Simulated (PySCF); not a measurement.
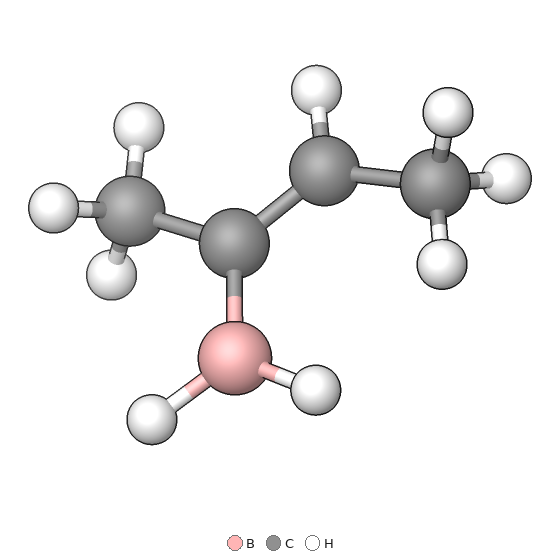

Geometry used (C₄H₉B, SMILES B/C(C)=C\C).

Simulated rotational absorption lines between 6 and 18 GHz at 10 K: rigid rotor with the equilibrium constants and dipole of one optimised conformer (PBE0-D3(BJ)/def2-SVP, PySCF), commonest isotopes; no centrifugal distortion, hyperfine structure, internal rotation or nuclear-spin weights; lines within 1 MHz of each other are summed.

What are the rotational constants, and what kind of rotor is it?

Answer. Rotational constants A, B, C = 8.385, 3.591, 2.595 GHz; Ray's κ = −0.66, an asymmetric top on the prolate side.

Which dipole components drive the lines?

Answer.
|μa|, |μb|, |μc| = 0.85, 1.29, 0.00 D; b-type lines carry 87 % of the intensity in this range.

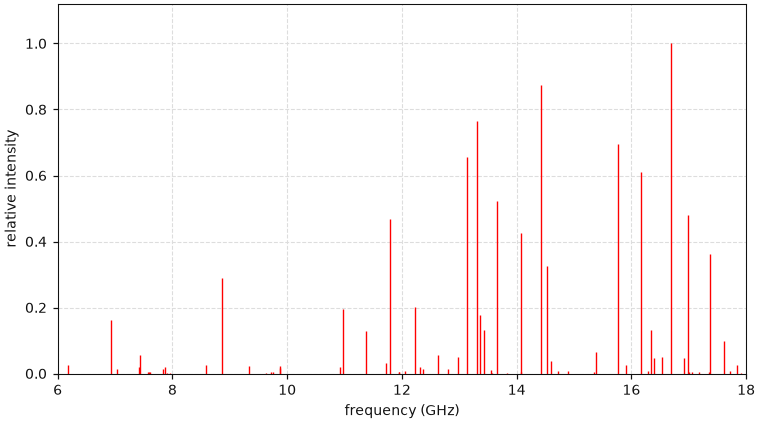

Caveats: coarse grid, loose stop and no frequency check, small forces are noise and the end may be a saddle.
